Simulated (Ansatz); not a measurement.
# Diborane tri Cl (B₂H₃Cl₃): a spread of methods and bases

How do the results and run time of diborane tri Cl (B₂H₃Cl₃) respond when the settings are drawn wide?

The runs use Ansatz 0.2.0, Gaussian basis; the settings change from run to run.

### Step 1. The relaxed structure

An earlier r2SCAN-D4/def2-SVP relaxation fixed the geometry.

8 atoms, charge 0, spin multiplicity 1.

Atoms are counted from 1 here; the program's logs count them from 0.

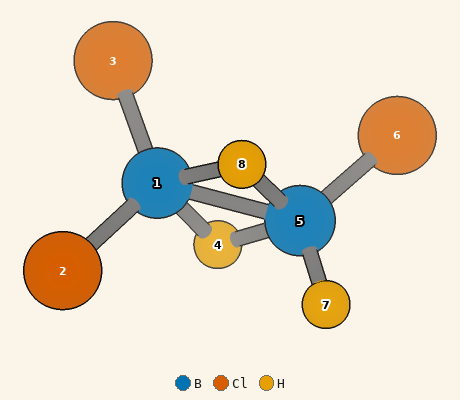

The structure; boron blue, chlorine orange, hydrogen amber; atoms are numbered from 1 in the order of the file.

### Step 2. RPA/def2-TZVP

This run has correlated electrons set to outside_noble_gas.

in.yaml

```yaml
crystal:
  periodic: [false, false, false]
  atoms:
    - {symbol: B, position_ang: [-0.569357, 0.632092, -0.193389]}
    - {symbol: Cl, position_ang: [-2.321826, 0.395957, -0.068018]}
    - {symbol: Cl, position_ang: [0.099149, 2.179340, -0.722480]}
    - {symbol: H, position_ang: [-0.056018, -0.396938, -0.913746]}
    - {symbol: B, position_ang: [0.532181, -0.733264, 0.227787]}
    - {symbol: Cl, position_ang: [2.289727, -0.539164, 0.116248]}
    - {symbol: H, position_ang: [0.031215, -1.763864, 0.581734]}
    - {symbol: H, position_ang: [-0.005072, 0.225832, 0.971864]}
basis:
  gaussian: {orbitals: def2-TZVP}
hamiltonian: {xc: {name: HF}}
correlation: {method: rpa, electrons: outside_noble_gas}
```

Command:

```bash
> ansatz run in.yaml --threads 4 --pin off --events-out ev --progress --plain --max-ram 3916MiB
```

Output:

```text
Functional definition: HF
  name "HF"
  cite "Fock, Z. Phys. 61, 126 (1930) doi:10.1007/BF01340294"
  parent pbe
  exchange = exact_x
  correlation = 0
1187 factors; integrals over basis functions are off by at most 9.4e-4 eV
mean field evaluation 1: about -38903.6563 eV, gradient 2.0e1 eV
mean field evaluation 2: about -38903.8930 eV, gradient 2.0e1 eV
mean field evaluation 4: about -38905.5463 eV, gradient 3.5e0 eV
mean field evaluation 8: about -38905.5932 eV, gradient 1.7e-1 eV
mean field -38905.59341671 eV, -1429.7541869056 hartree, gradient 2.4e-6 eV, S^2 0.000000; 0 other end points of the search recorded, 0 dependent functions left out
17 core orbitals not correlated: weight in the atoms' cores, before any rotation towards them, 1.000 or more for the frozen orbitals, at most 0.000 for the correlated occupied ones
reference -38905.59341671 eV, -1429.7541869056 hartree; 15, 15 occupied and 159, 159 virtual orbitals, 1187 factors
Total energy: -38931.01251355 eV, -1430.6883214849 hartree
```

Run time: 3.6 s. Hardware: 4 threads of Arm Neoverse N1, shared host.

### Step 3. wPBEh/def2-TZVP

Set apart from the defaults: charge -1, multiplicity 2, restricted open-shell orbitals, finite nuclei, the search for lower states set to off.

in.yaml, as its differences from that of step 2:

```diff
@@ -12,4 +12,6 @@
 basis:
-  gaussian: {orbitals: def2-TZVP}
-hamiltonian: {xc: {name: HF}}
-correlation: {method: rpa, electrons: outside_noble_gas}
+  gaussian: {orbitals: def2-TZVP, nuclear_model: gaussian}
+total_charge: -1
+magnetization: {spin_polarized: false, initial_magnetization: 1}
+hamiltonian: {xc: {name: wPBEh}}
+scf: {lower_state_search: off}
```

Launched as before.

Output, cut to the lines that bear on the results:

```text
Functional definition: wPBEh
  name "wPBEh"
  cite "Heyd, Scuseria & Ernzerhof, J. Chem. Phys. 118, 8207 (2003) doi:10.1063/1.1564060"
  cite "Krukau, Vydrov, Izmaylov & Scuseria, J. Chem. Phys. 125, 224106 (2006) doi:10.1063/1.2404663"
  cite "Heyd & Scuseria, J. Chem. Phys. 120, 7274 (2004) doi:10.1063/1.1668634"
  cite "Ernzerhof & Perdew, J. Chem. Phys. 109, 3313 (1998) doi:10.1063/1.476928"
  cite "Perdew, Burke & Ernzerhof, Phys. Rev. Lett. 77, 3865 (1996) doi:10.1103/PhysRevLett.77.3865"
  parent pbe
[...]
1274 factors; their error is unknown
80 factors; integrals over basis functions are off by at most 4.6e-7 eV
[...]
mean field -38960.84112307 eV, -1431.7845026660 hartree, gradient 1.9e-6 eV, S^2 0.750000; 0 other end points of the search recorded, 0 dependent functions left out
reference -38960.84116784 eV, -1431.7845043115 hartree; 33, 32 occupied and 158, 159 virtual orbitals, 1274 factors
Total energy: -38960.84116784 eV, -1431.7845043115 hartree
Checks for a lower state left out: stability, starts, cluster_reference, orbital_swaps, neighbouring_geometries, increment
```

It took 4.6 s on 4 threads of Arm Neoverse N1, shared host; peak memory 0.63 GiB.

### Step 4. SVWN5/pcseg-2

in.yaml, as its differences from that of step 3:

```diff
@@ -12,6 +12,5 @@
 basis:
-  gaussian: {orbitals: def2-TZVP, nuclear_model: gaussian}
-total_charge: -1
-magnetization: {spin_polarized: false, initial_magnetization: 1}
-hamiltonian: {xc: {name: wPBEh}}
-scf: {lower_state_search: off}
+  gaussian: {orbitals: pcseg-2}
+hamiltonian: {xc: {name: SVWN5}}
+scf: {omitted_lower_state_checks: [starts]}
+output: {forces: true}
```

Same command.

Output, cut to the lines that bear on the results:

```text
Functional definition: SVWN5
  name "SVWN5"
  cite "Dirac, Proc. Camb. Phil. Soc. 26, 376 (1930) doi:10.1017/S0305004100016108"
  cite "Slater, Phys. Rev. 81, 385 (1951) doi:10.1103/PhysRev.81.385"
  cite "Vosko, Wilk & Nusair, Can. J. Phys. 58, 1200 (1980) doi:10.1139/p80-159"
[...]
1322 factors; their error is unknown
[...]
mean field -38838.40383404 eV, -1427.2850152852 hartree, gradient 5.9e-6 eV, S^2 0.000000; 0 other end points of the search recorded, 0 dependent functions left out
[...]
reference -38838.40387403 eV, -1427.2850167551 hartree; 32, 32 occupied and 172, 172 virtual orbitals, 1322 factors
Total energy: -38838.40387403 eV, -1427.2850167551 hartree
Atom 0 at    -0.569357     0.632092    -0.193389 Å, force     0.050050    -0.036903     0.010774 eV/Å
Atom 1 at    -2.321826     0.395957    -0.068018 Å, force     0.429368     0.049246    -0.027913 eV/Å
Atom 2 at     0.099149     2.179340    -0.722480 Å, force    -0.153448    -0.414226     0.140958 eV/Å
Atom 3 at    -0.056018    -0.396938    -0.913746 Å, force     0.024695    -0.008648     0.022763 eV/Å
Atom 4 at     0.532181    -0.733264     0.227787 Å, force     0.060474     0.374960    -0.125427 eV/Å
Atom 5 at     2.289727    -0.539164     0.116248 Å, force    -0.455901    -0.017920     0.018148 eV/Å
Atom 6 at     0.031215    -1.763864     0.581734 Å, force     0.021097     0.074265    -0.025166 eV/Å
Atom 7 at    -0.005072     0.225832     0.971864 Å, force     0.023665    -0.020773    -0.014138 eV/Å
Dipole moment:    -0.081451    -0.116291     0.040599 e Å
Checks for a lower state left out: starts
```

Run time: 2.1 s. Hardware: 4 threads of Arm Neoverse N1, shared host.

Largest force 0.464 eV/Å, dipole 0.71 D.

### Step 5. r2SCAN50/cc-pVTZ-DK

This run has unrestricted orbitals, atoms shaken by 0.03 Å, a grid of angular degree 11, the search for lower states set to light.

in.yaml

```yaml
crystal:
  periodic: [false, false, false]
  atoms:
    - {symbol: B, position_ang: [-0.590840, 0.624166, -0.226189]}
    - {symbol: Cl, position_ang: [-2.326427, 0.404037, -0.073776]}
    - {symbol: Cl, position_ang: [0.089221, 2.147940, -0.717609]}
    - {symbol: H, position_ang: [-0.046649, -0.323439, -0.893693]}
    - {symbol: B, position_ang: [0.529049, -0.748891, 0.238763]}
    - {symbol: Cl, position_ang: [2.262318, -0.532480, 0.059867]}
    - {symbol: H, position_ang: [0.068445, -1.762598, 0.641709]}
    - {symbol: H, position_ang: [-0.026999, 0.275544, 0.941051]}
basis:
  gaussian: {orbitals: cc-pVTZ-DK, final_grid: {core_spheres: 5, valence_spheres: 4, degree: 11}}
magnetization: {spin_polarized: true, initial_magnetization: 0}
hamiltonian: {xc: {name: r2SCAN50}}
scf: {lower_state_search: light}
```

Same command.

Output, cut to the lines that bear on the results:

```text
Functional definition: r2SCAN50
  name "r2SCAN50"
  cite "Bursch, Neugebauer, Ehlert & Grimme, J. Chem. Phys. 156, 134105 (2022) doi:10.1063/5.0086040"
  cite "Furness, Kaplan, Ning, Perdew & Sun, J. Phys. Chem. Lett. 11, 8208 (2020) doi:10.1021/acs.jpclett.0c02405"
  cite "Furness, Kaplan, Ning, Perdew & Sun, J. Phys. Chem. Lett. 11, 9248 (2020) doi:10.1021/acs.jpclett.0c03077"
  parent r2scan
[...]
1687 factors; their error is unknown
[...]
mean field -39086.30852658 eV, -1436.3953447005 hartree, gradient 7.7e-5 eV, S^2 0.000000; 0 other end points of the search recorded, 0 dependent functions left out
reference -39086.30853480 eV, -1436.3953450026 hartree; 32, 32 occupied and 172, 172 virtual orbitals, 1687 factors
Total energy: -39086.30853480 eV, -1436.3953450026 hartree
Relativity: scalar
```

It took 9 s on 4 threads of Arm Neoverse N1, shared host; peak memory 0.81 GiB.

⟨S²⟩ 0.000.

### Step 6. All runs side by side

```tsv
level	charge	multiplicity	geometry	functions	energy (eV)	time
RPA/def2-TZVP	0	1	relaxed	191	-38931.013	3.6 s
wPBEh/def2-TZVP	-1	2	relaxed	191	-38960.841	4.6 s
SVWN5/pcseg-2	0	1	relaxed	204	-38838.404	2.1 s
r2SCAN50/cc-pVTZ-DK	0	1	shaken	204	-39086.309	9 s
```

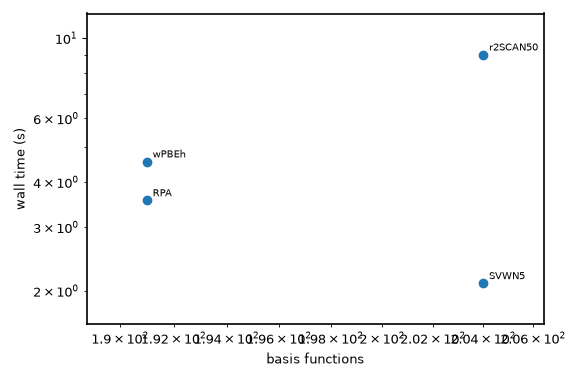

Wall time against the number of basis functions (shared host).

### Step 7. What came out

```
                                         quantity                     value
                                             runs                         4
                                         quickest      SVWN5/pcseg-2, 2.1 s
                                          slowest  r2SCAN50/cc-pVTZ-DK, 9 s
spread of total energies, same state and geometry                   92.6 eV
```

In words: Run time spans a factor of 4, from SVWN5/pcseg-2 to r2SCAN50/cc-pVTZ-DK. The jobs differ in tasks and options as well as level. The totals spread over 93 eV; they can't be compared across methods or bases. At the r2SCAN-D4/def2-SVP geometry and in the same state, runs without warnings or point charges leave forces up to 0.46 eV/Å (SVWN5/pcseg-2).
